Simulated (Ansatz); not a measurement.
H₄Si₂Zn

```yaml
atoms:
  - { symbol: Si, position_ang: [-2.0791, 0.6758, 0.0331] }
  - { symbol: Si, position_ang: [-1.2776, -1.2004, 0.7697] }
  - { symbol: Zn, position_ang: [-0.6672, -2.8474, -0.7104] }
  - { symbol: H, position_ang: [-2.3107, 1.8882, 0.8612] }
  - { symbol: H, position_ang: [-2.8480, 0.7299, -1.2375] }
  - { symbol: H, position_ang: [-0.5475, -1.0147, 2.0589] }
  - { symbol: H, position_ang: [-0.2954, -3.9729, -1.7048] }
```

Geometry: B3LYP/6-31G*.

Level of theory: Ansatz 0.2.0, isolated molecule in a Gaussian basis; Kohn-Sham density functional theory, functional PBE0.

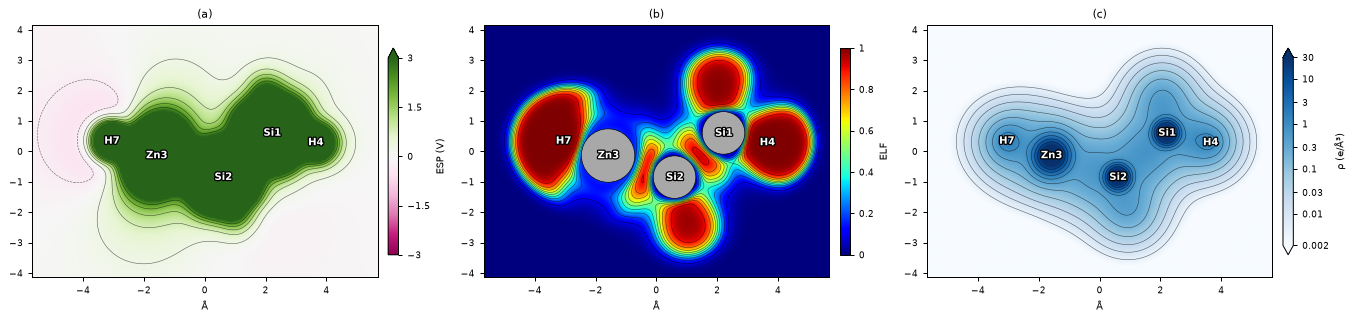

Figure 1. (a) electrostatic potential; (b) ELF; (c) total electron density on the plane of atoms Si1, Si2 and Zn3. Grey discs cover the atomic cores in the ELF map.

Question: What do the fields say about this system?

Answer: Atoms in the plane: Si, Zn and H.
Si–Si (2.17 Å): the density is about 0.7 e/Å³ at the midpoint; the ELF peaks at about 0.95 between the atoms: a shared electron pair.
Zn–Si (2.30 Å): the density is about 0.54 e/Å³ at the midpoint; the ELF peaks at about 0.90 between the atoms; a covalent bond.
Si–H (1.49 Å): ρ at the midpoint is about 0.8 e/Å³; the ELF climbs to about 1 towards the hydrogen, as it does in any bond to H.
Zn–H (1.55 Å): the density is about 1.1 e/Å³ at the midpoint; the ELF climbs to about 1 towards the hydrogen.
Outside the dense part of the molecule the potential is most negative (−0.5 V) near H7.

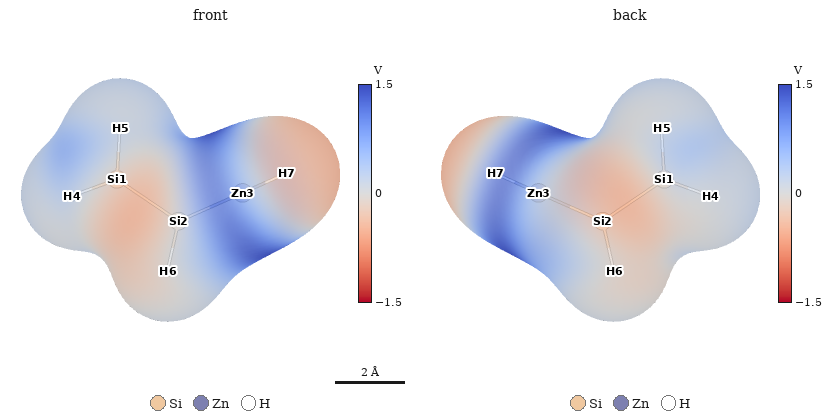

Figure 2. The electrostatic potential painted on the density surface at 0.001 e/bohr³, seen from the front and from behind; the colour scale runs from red (negative) to blue (positive).

Question: Where is the surface potential most negative and most positive?

Answer: The most negative region (about −0.5 V) lies over H7, the most positive (about +1.4 V) over Zn3.

Question: How polar is the molecule by this calculation?

Answer: Its dipole moment is 0.03 D.

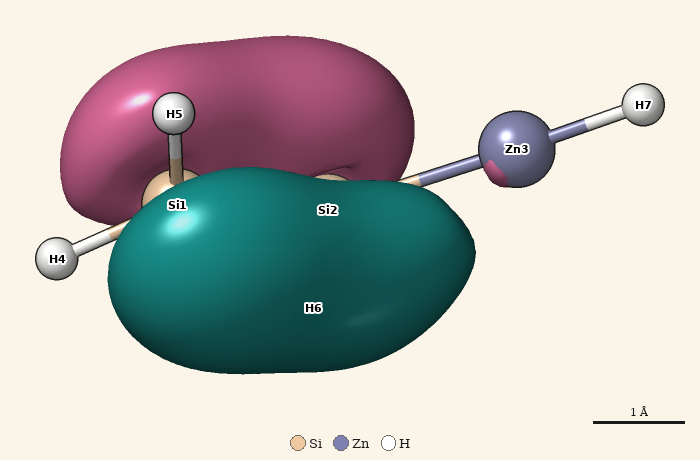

Figure 3. The HOMO at ±0.1 Å⁻³ᐟ² (teal and pink are the two phases), seen at an oblique angle.

Question: Where does this orbital lie, and at what energy?

Answer: By Hirshfeld shares it lies mainly on Si2 (about 45 %), Si1 (about 40 %) and Zn3 (about 5 %); π-bonding across Si2–Si1. Its energy is −6.01 eV.

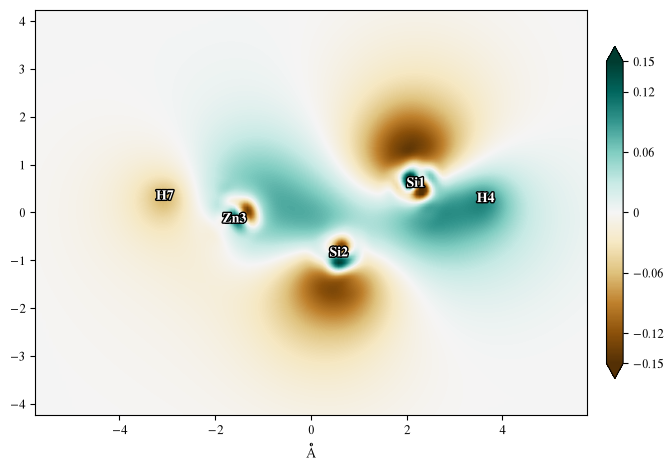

Figure 4. The LUMO on the plane of atoms Si1, Si2 and Zn3 (values in Å⁻³ᐟ²; the overall sign is arbitrary).

Question: What is the character of this orbital?

Answer: It lies mainly on Si1 (about 40 %), Si2 (about 30 %) and Zn3 (about 20 %); π-antibonding (π*) across Si1–Si2. Its energy is −2.28 eV.
